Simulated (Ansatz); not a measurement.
# BH2OF (SMILES OBF) at 4 levels

Aim: a comparison of 4 runs (UHF/STO-3G, BHLYP/STO-3G, PBE0/STO-3G, FCI/STO-3G) of BH2OF. 

The calculation is run with Ansatz 0.2.0.

70 further runs of the same task are left out: 1 that didn't finish, 69 set aside as unsound or not needed.

### Step 1. Starting point

The species is BH2OF (5 atoms), meant as a singlet with charge 0. As SMILES, `OBF`. The B2–O1 distance was set to 1.680 Å, away from the relaxed value.

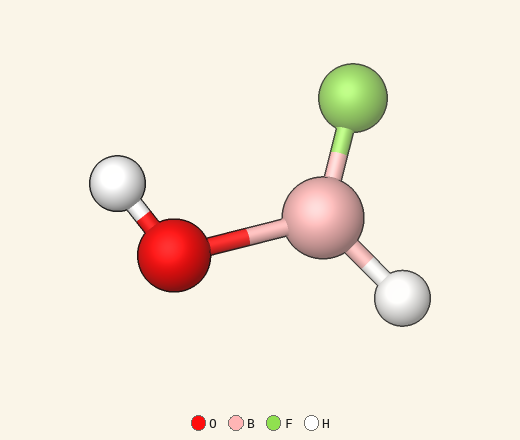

The structure, seen from a chosen angle (oxygen red, boron pink, fluorine green, hydrogen white).

### Step 2. A single-point energy at UHF/STO-3G (run 1)

Contents of input.yaml:

```yaml
crystal:
  periodic: [false, false, false]
  atoms:
    - {symbol: O, position_ang: [-1.298039, 0.204305, 0.145849]}
    - {symbol: B, position_ang: [0.365000, -0.030200, 0.201100]}
    - {symbol: F, position_ang: [1.039200, -0.323700, -0.909500]}
    - {symbol: H, position_ang: [-1.669839, 0.104305, -0.736851]}
    - {symbol: H, position_ang: [0.948300, 0.065400, 1.236000]}
basis:
  gaussian:
    orbitals: STO-3G
magnetization:
  spin_polarized: true
hamiltonian:
  xc: hf
accuracy: high
```

Command:

```
ansatz run input.yaml --threads 1 --pin off --max-ram 2610MiB --events-out events.jsonl --progress --plain --runs-dir runs
```

Output:

```text
Warning: RAYON_NUM_THREADS=1 ignored (pool sized by the plan → 1); use --threads N
Functional definition: HF
  name "HF"
  exchange = exact_x
  correlation = 0
295 factors; integrals over basis functions are off by at most 3.6e-8 eV
mean field evaluation 1: about -5369.2847 eV, gradient 2.1e1 eV
mean field evaluation 2: about -5369.3421 eV, gradient 2.1e1 eV
mean field evaluation 4: about -5372.6426 eV, gradient 1.3e0 eV
mean field evaluation 8: about -5372.6622 eV, gradient 3.6e-2 eV
mean field -5372.66223733 eV, -197.4416955007 hartree, gradient 2.9e-8 eV, S^2 0.000000; 0 other end points of the search recorded, 0 dependent functions left out
reference -5372.66223733 eV, -197.4416955007 hartree; 12, 12 occupied and 5, 5 virtual orbitals, 295 factors
Total energy: -5372.66223733 eV, -197.4416955007 hartree
```

Run time: 0.1 s. Hardware: 1 thread of Arm Neoverse V1, shared host.

### Step 3. The energy at BHLYP/STO-3G (run 2)

Contents of molecule.yaml:

```yaml
crystal:
  periodic: [false, false, false]
  atoms:
    - {symbol: O, position_ang: [-1.298039, 0.204305, 0.145849]}
    - {symbol: B, position_ang: [0.365000, -0.030200, 0.201100]}
    - {symbol: F, position_ang: [1.039200, -0.323700, -0.909500]}
    - {symbol: H, position_ang: [-1.669839, 0.104305, -0.736851]}
    - {symbol: H, position_ang: [0.948300, 0.065400, 1.236000]}
basis:
  gaussian:
    orbitals: STO-3G
magnetization:
  spin_polarized: false
  initial_magnetization: 0
hamiltonian:
  xc: {name: BHLYP}
accuracy: high
```

Command:

```
ansatz run molecule.yaml --threads 1 --pin off --max-ram 2610MiB --events-out events.jsonl --progress --plain --runs-dir runs
```

Output:

```text
Warning: RAYON_NUM_THREADS=1 ignored (pool sized by the plan → 1); use --threads N
Functional definition: BHLYP
  name "BHLYP"
  parameter a = 0.5
  exchange = (1 - a)*b88_x + a*exact_x
  correlation = lyp_c
295 factors; integrals over basis functions are off by at most 3.6e-8 eV
mean field evaluation 1: about -5392.8811 eV, gradient 2.5e1 eV
mean field evaluation 2: about -5392.1955 eV, gradient 3.2e1 eV
mean field evaluation 4: about -5395.2273 eV, gradient 1.2e0 eV
mean field evaluation 8: about -5395.2367 eV, gradient 1.1e-2 eV
mean field evaluation 16: about -5395.2367 eV, gradient 6.7e-8 eV
mean field -5395.23671422 eV, -198.2712922248 hartree, gradient 6.9e-8 eV, S^2 0.000000; 0 other end points of the search recorded, 0 dependent functions left out
reference -5395.23673034 eV, -198.2712928170 hartree; 12, 12 occupied and 5, 5 virtual orbitals, 295 factors
Total energy: -5395.23673034 eV, -198.2712928170 hartree
```

Wall time 0.91 s (1 thread of Arm Neoverse V1, shared host); peak memory 0.091 GiB.

### Step 4. A single-point energy at PBE0/STO-3G (run 3)

molecule.yaml, as its differences from that of step 3:

```diff
@@ -11,7 +11,4 @@
     orbitals: STO-3G
-magnetization:
-  spin_polarized: false
-  initial_magnetization: 0
+accuracy: high
 hamiltonian:
-  xc: {name: BHLYP}
-accuracy: high
+  xc: pbe0
```

Command:

```
ansatz run molecule.yaml --threads 1 --pin off --max-ram 2610MiB --events-out events.jsonl --progress --plain --runs-dir runs
```

Output:

```text
Warning: RAYON_NUM_THREADS=1 ignored (pool sized by the plan → 1); use --threads N
Functional definition: PBE0
  name "PBE0"
  parameter a = 0.25
  parameter kappa = 0.804
  parameter beta = 0.06672455060314922
  exchange = (1 - a)*pbe_x(kappa = kappa, mu = beta*pi^2/3) + a*exact_x
  correlation = pbe_c(beta = beta)
295 factors; integrals over basis functions are off by at most 3.6e-8 eV
mean field evaluation 1: about -5390.4904 eV, gradient 2.2e1 eV
mean field evaluation 2: about -5382.4668 eV, gradient 6.0e1 eV
mean field evaluation 4: about -5392.1972 eV, gradient 2.5e0 eV
mean field evaluation 8: about -5392.1839 eV, gradient 4.7e-2 eV
mean field evaluation 16: about -5392.1839 eV, gradient 5.7e-7 eV
mean field -5392.18391104 eV, -198.1591037772 hartree, gradient 4.6e-8 eV, S^2 0.000000; 0 other end points of the search recorded, 0 dependent functions left out
reference -5392.18391226 eV, -198.1591038221 hartree; 12, 12 occupied and 5, 5 virtual orbitals, 295 factors
Total energy: -5392.18391226 eV, -198.1591038221 hartree
```

Wall time 0.95 s (1 thread of Arm Neoverse V1, shared host); peak memory 0.091 GiB.

### Step 5. The energy at FCI/STO-3G (run 4)

Contents of input.yaml:

```yaml
crystal:
  periodic: [false, false, false]
  atoms:
    - symbol: O
      position_ang: [-1.298039, 0.204305, 0.145849]
    - symbol: B
      position_ang: [0.365000, -0.030200, 0.201100]
    - symbol: F
      position_ang: [1.039200, -0.323700, -0.909500]
    - symbol: H
      position_ang: [-1.669839, 0.104305, -0.736851]
    - symbol: H
      position_ang: [0.948300, 0.065400, 1.236000]
basis:
  gaussian:
    orbitals: STO-3G
correlation:
  method: fci
  frozen_orbitals: {B: 1, F: 1, H: 0, O: 1}
accuracy: high
```

Command:

```
ansatz run input.yaml --threads 1 --pin off --max-ram 2610MiB --events-out events.jsonl --progress --plain --runs-dir runs
```

Output:

```text
Warning: RAYON_NUM_THREADS=1 ignored (pool sized by the plan → 1); use --threads N
[... 4 set-up lines as earlier in the session ...]
295 factors; integrals over basis functions are off by at most 3.6e-8 eV
mean field evaluation 1: about -5369.2847 eV, gradient 2.9e1 eV
mean field evaluation 2: about -5369.3421 eV, gradient 2.9e1 eV
mean field evaluation 4: about -5372.6426 eV, gradient 1.9e0 eV
mean field evaluation 8: about -5372.6622 eV, gradient 1.1e-3 eV
mean field -5372.66223733 eV, -197.4416955007 hartree, gradient 2.3e-8 eV, S^2 0.000000; 0 other end points of the search recorded, 0 dependent functions left out
3 core orbitals not correlated: weight in the atoms' cores, before any rotation towards them, 1.000 or more for the frozen orbitals, at most 0.000 for the correlated occupied ones
reference -5372.66223733 eV, -197.4416955007 hartree; 9, 9 occupied and 5, 5 virtual orbitals, 295 factors
state -5376.51008773 eV, -197.5831013947 hartree
Total energy: -5376.51008773 eV, -197.5831013947 hartree
```

Wall time 11 s (1 thread of Arm Neoverse V1, shared host); peak memory 0.24 GiB.

### Step 6. The series

```tsv
run	level	frozen core orbitals	energy (Eh)	wall time
1	UHF/STO-3G	–	-197.441696	0.1 s
2	BHLYP/STO-3G	–	-198.271293	0.91 s
3	PBE0/STO-3G	–	-198.159104	0.95 s
4	FCI/STO-3G	3	-197.583101	11 s
```

### Step 7. Outcome

```
                                          quantity          value
                               run 4: total energy  -197.58310 Eh
run 4: correlation energy (3 core orbitals frozen)     -141.4 mEh
```

Against full CI in this basis: UHF +141.4 mEh. Totals of different functionals can't be ranked against each other. In runs 1, 2, 3, 4 the basis is minimal, so the values are rough. All runs together took 13 s, the longest 11 s.
